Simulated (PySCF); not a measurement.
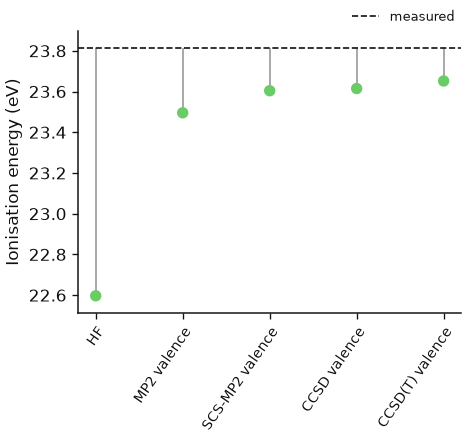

The ionisation energy of Cl⁺ ([Ne] 3s² 3p⁴ → [Ne] 3s² 3p³) across levels of theory. PySCF, aug-cc-pV(Q+d)Z, non-relativistic, unrestricted single determinants, no spin-orbit coupling. Methods marked “valence” freeze 10 core electrons.

**Summarise the spread and list the values.**

The values run from 22.60 eV (HF) to 23.65 eV (CCSD(T) valence). The measured value is 23.81 eV; nearest to it come CCSD(T) valence (−0.16) and CCSD valence (−0.20), furthest HF (−1.22 eV). These values lack spin-orbit coupling; with the first-order correction of +0.039 eV added, CCSD(T) valence comes nearest (−0.12).

| Method | Ionisation energy (eV) |
| --- | --- |
| HF | 22.60 |
| MP2 valence | 23.50 |
| SCS-MP2 valence | 23.60 |
| CCSD valence | 23.61 |
| CCSD(T) valence | 23.65 |
